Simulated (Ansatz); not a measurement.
A series of calculations on WH$_{3}$O$_{2}$ClF$_{3}$

Part 1: Relaxation

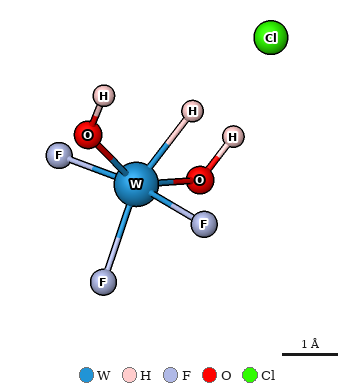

This is the input geometry for a relaxation of WH3O2ClF3 (multiplicity 2). Style: ball-and-stick. Shown from a free direction.

The run prepares an end point of a later path (reaction) calculation, from a guessed geometry.

The calculation used UKS PBE/def2-SVP in Ansatz.

Input
```yaml
crystal:
  periodic: [false, false, false]
  atoms:
    - { symbol: W, position_ang: [0.075155, -0.02556, -0.29521] }
    - { symbol: H, position_ang: [-0.516709, 0.387547, 1.295476] }
    - { symbol: F, position_ang: [1.938093, 0.163043, -0.415011] }
    - { symbol: O, position_ang: [-0.005949, 1.849396, -0.250276] }
    - { symbol: H, position_ang: [-0.397428, 2.466149, 0.395539] }
    - { symbol: F, position_ang: [-1.80718, -0.143418, -0.452234] }
    - { symbol: O, position_ang: [0.273738, -1.599018, 0.636233] }
    - { symbol: H, position_ang: [0.209443, -1.653789, 1.652346] }
    - { symbol: F, position_ang: [-0.027971, -0.583748, -2.101642] }
    - { symbol: Cl, position_ang: [0.006106, -0.860603, 3.457081] }
magnetization:
  spin_polarized: true
  initial_magnetization: 1
basis:
  gaussian: { orbitals: def2-SVP }
hamiltonian:
  xc: pbe
relax:
  f_tol: 0.03
  max_steps: 50
```

Command:
```bash
ansatz run input.yaml --threads 4 --pin off --max-ram 5120MiB --backend cpu --events-out ev --progress --plain --runs-dir out
```

What does the optimiser find from here?

The energy falls by 2.018 eV in 25 geometry steps. The largest force component goes from 1.2 to 0.0089 eV/Å. The atom that moves furthest after the best rigid fit is H2 (1.56 Å). Largest moves by element: H 1.56 Å, Cl 1.51 Å, O 1.41 Å, F 1.14 Å, W 0.42 Å. Some distances before and after: W1–H2 1.747 → 3.112 Å, H2–Cl10 2.550 → 1.336 Å, H8–Cl10 1.982 → 2.143 Å, W1–F6 1.893 → 1.988 Å. New bonds form, among them: H2–Cl10 (2.55 → 1.34 Å). Bonds break, among them: W1–H2 (1.75 → 3.11 Å). Bond angles that change, for instance: O4–W1–O7 147.9° → 109.1°, O7–W1–F9 103.7° → 133.4°, W1–O4–H5 131.7° → 113.6°. Groups turn about W1–O7 by about 105°, W1–O4 by about 60°.

Final geometry:

```xyz
10

W     0.4495    0.0730   -0.4680
H    -1.5507   -0.6683    1.7983
F     2.0321   -0.1837   -1.4715
O     0.4247    1.9551   -0.3681
H    -0.3790    2.3164    0.0763
F    -1.2918    0.2846    0.4683
O     1.1732   -0.6092    1.0968
H     0.6388   -1.0086    1.8432
F    -0.5340   -0.6850   -1.8630
Cl   -1.2156   -1.4742    2.8100
```

After the run, drawn alike:

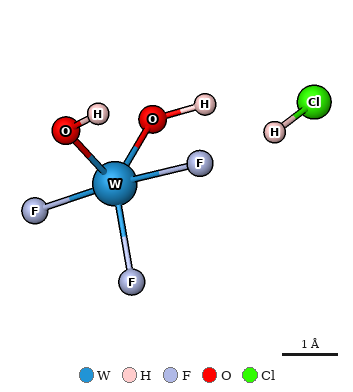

Part 2: Relaxation

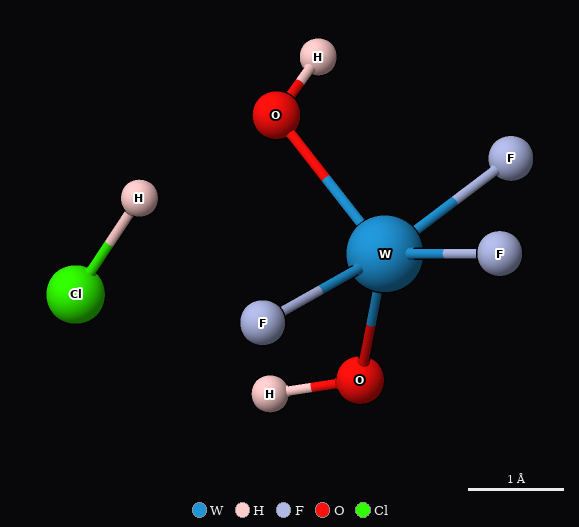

WH3O2ClF3 (multiplicity 2), before the relaxation. The picture is a ball-and-stick view, seen at a tilt.

The run prepares an end point of a later path (reaction) calculation, from a guessed geometry.

The calculation used UKS PBE/def2-SVP (Ansatz).

The input:
```yaml
crystal:
  periodic: [false, false, false]
  atoms:
    - { symbol: W, position_ang: [0.03515, -0.162761, -0.583134] }
    - { symbol: H, position_ang: [0.270995, 0.747796, 2.184209] }
    - { symbol: F, position_ang: [1.915414, -0.137594, -0.248521] }
    - { symbol: O, position_ang: [-0.302362, 1.35226, 0.549963] }
    - { symbol: H, position_ang: [-1.253962, 1.618104, 0.549293] }
    - { symbol: F, position_ang: [-1.78644, 0.126737, -1.120088] }
    - { symbol: O, position_ang: [-0.256027, -1.664357, 0.46104] }
    - { symbol: H, position_ang: [0.091906, -1.616552, 1.400514] }
    - { symbol: F, position_ang: [0.452226, -0.099444, -2.407201] }
    - { symbol: Cl, position_ang: [0.580399, -0.164188, 3.136225] }
magnetization:
  spin_polarized: true
  initial_magnetization: 1
basis:
  gaussian: { orbitals: def2-SVP }
hamiltonian:
  xc: pbe
relax:
  f_tol: 0.03
  max_steps: 50
output:
  orbitals: {}
```

Command:
```bash
ansatz run input.yaml --threads 4 --pin off --max-ram 5120MiB --backend cpu --events-out ev --progress --plain --runs-dir out
```

Q: Predict the outcome.

A: After 5 accepted moves (6 points after the start) the energy has fallen by 0.016 eV. The largest force component goes from 0.49 to 0.016 eV/Å. The line search rejected the trial step at point 3 of the run. H2 moves most after the best rigid fit: 0.11 Å. By element the largest moves are H 0.11 Å, Cl 0.04 Å, F 0.03 Å, O 0.02 Å, W 0.01 Å. Among the contacts that change: W1–H2 2.923 → 3.046 Å, H2–Cl10 1.354 → 1.320 Å, O7–H8 1.003 → 0.997 Å, W1–O4 1.922 → 1.916 Å. The run took 53 s on 4 threads of Arm Neoverse N1 (shared host), peak memory 0.26 GiB.

The structure at the end:

```xyz
10

W     0.0307   -0.1637   -0.5948
H     0.2937    0.7689    2.2933
F     1.9119   -0.1320   -0.2682
O    -0.3041    1.3543    0.5252
H    -1.2554    1.6211    0.5149
F    -1.7891    0.1320   -1.1369
O    -0.2631   -1.6610    0.4586
H     0.1173   -1.6300    1.3792
F     0.4370   -0.1148   -2.4232
Cl    0.5683   -0.1748    3.1741
```

The end point in the same view:

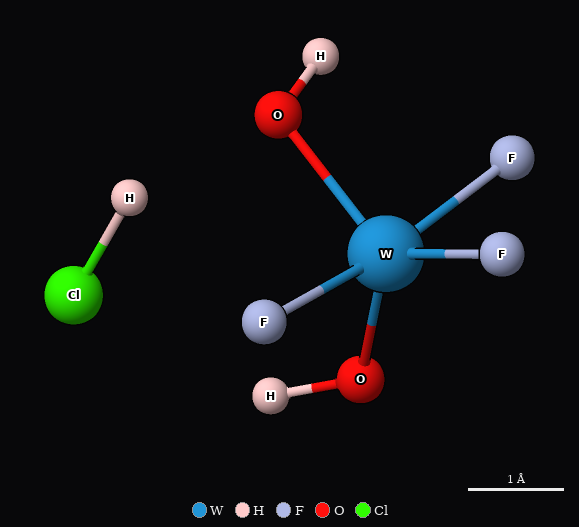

Part 3: Path

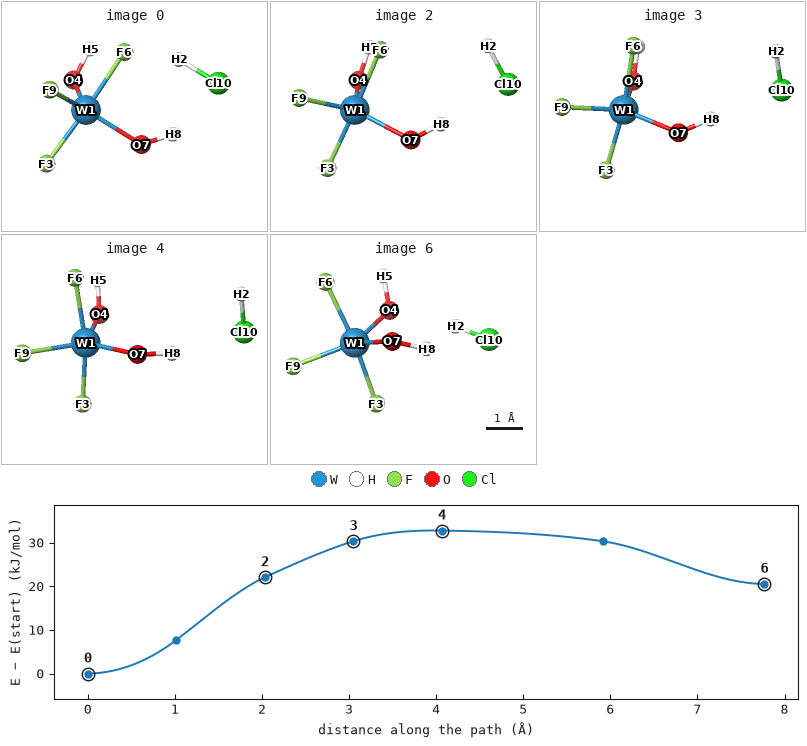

A nudged-elastic-band calculation for WH₃O₂ClF₃ (multiplicity 2). Images are numbered from 0 (start) to 6 (end). Style: ball-and-stick. Shown from a free direction.

Theory: UKS PBE/def2-SVP (Ansatz). Run with 5 movable images; climbing image; force threshold 0.05 eV/Å; iteration limit 60; starting path through a guess of the saddle point.

Read off the barrier and say what moves.

Answer. No bond forms or breaks between the ends. Bond angles that change up to the highest image, for instance: F3–W1–F6 175.6° → 165.0°, F3–W1–O4 100.1° → 90.9°. Forward barrier 32.8 kJ/mol, backward barrier 12.2 kJ/mol, with image 4 at the top; the reaction energy is +20.6 kJ/mol. The band converged in 37 iterations. The largest component of the band force went from 14 to 0.041 eV/Å. The climbing image converged on the top of the path. Its vibrational analysis gives no imaginary modes over 30i cm⁻¹, so it isn't confirmed as a transition state.

Cost: 19 min on 4 threads of Arm Neoverse N1, with other jobs on the host, peak memory 0.42 GiB.
